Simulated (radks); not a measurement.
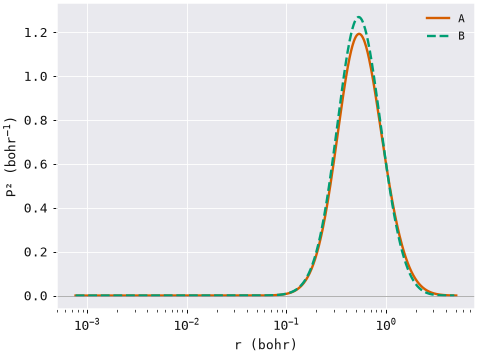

Two charge states of dysprosium were computed: Dy²⁺ in [Xe] 4f10 (open shells shared over both j by 2j + 1); Dy³⁺ in [Xe] 4f9 (open shells shared over both j by 2j + 1). Level of theory: Dirac Kohn-Sham, PBE, spin-unpolarised, spherical densities, finite nucleus. Computed with the in-house radial solver radks.

The plot shows P² of the 4f5/2 orbital in both runs (large components where relativistic).

> Which curve belongs to which run?

A is Dy²⁺ in [Xe] 4f10 (open shells shared over both j by 2j + 1) (⟨r⟩ = 0.858 bohr, eigenvalue −17.6 eV); B is Dy³⁺ in [Xe] 4f9 (open shells shared over both j by 2j + 1) (⟨r⟩ = 0.800 bohr, eigenvalue −35.2 eV). Fewer electrons screen less, so the orbital shrinks.
